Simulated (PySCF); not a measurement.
The calculation's input:

```
{"job": {"kind": "nmr", "xc": "PBE0", "basis": "pcSseg-1"}, "charge": 0, "multiplicity": 1}
F      3.234300     0.608699    -0.833844
C      2.404281     0.050201     0.111203
C      1.044513    -0.289327    -0.490975
C      0.351162     0.978038    -0.912693
C     -0.881683     1.369387    -0.633363
C     -1.921902     0.658549     0.180905
C     -1.781718    -0.866050     0.192461
Si    -0.016433    -1.350906     0.687296
Cl     0.341154    -0.829995     2.608770
H      2.915871    -0.845506     0.478167
H      2.314039     0.781483     0.919777
H      1.247841    -0.865101    -1.402331
H      0.975632     1.629576    -1.511637
H     -1.202168     2.333145    -1.008724
H     -2.909392     0.929515    -0.202986
H     -1.869216     1.034224     1.208922
H     -2.526527    -1.290473     0.865967
H     -2.003835    -1.248286    -0.804313
H      0.274275    -2.777922     0.539936
```

Command:

```sh
OMP_NUM_THREADS=1 python probes_run.py task.json out
```

Geometry: GFN2-xTB.

The calculation used PBE0/pcSseg-1, SCF density, gas phase, non-relativistic in PySCF.

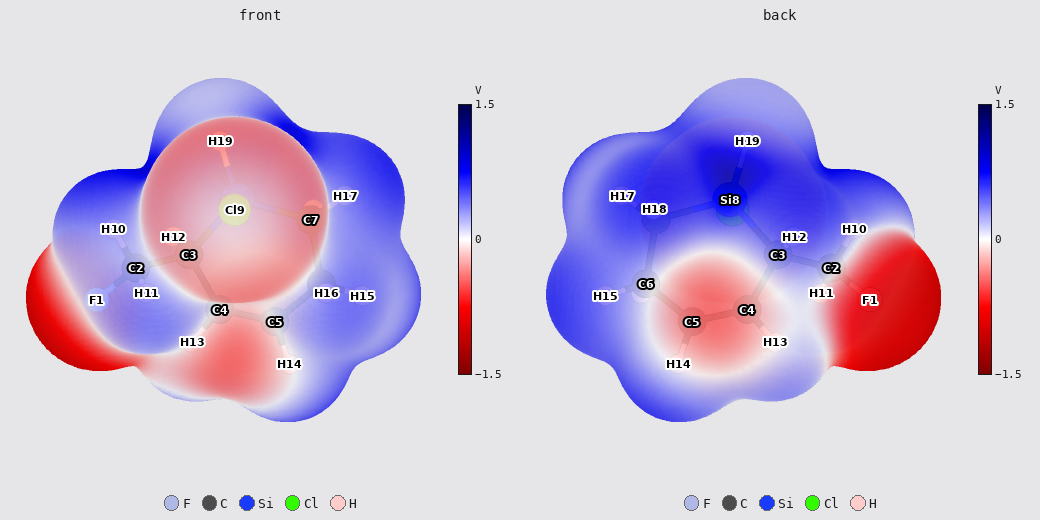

C₆H₁₀ClFSi. The molecular electrostatic potential painted on the density surface at 0.001 e/bohr³, seen from the front and from behind; the colour scale runs from red (negative) to blue (positive).

### Where is the surface potential most negative and most positive?

The most negative region (about −1.0 V) lies over F1, the most positive (about +0.9 V) over Si8.
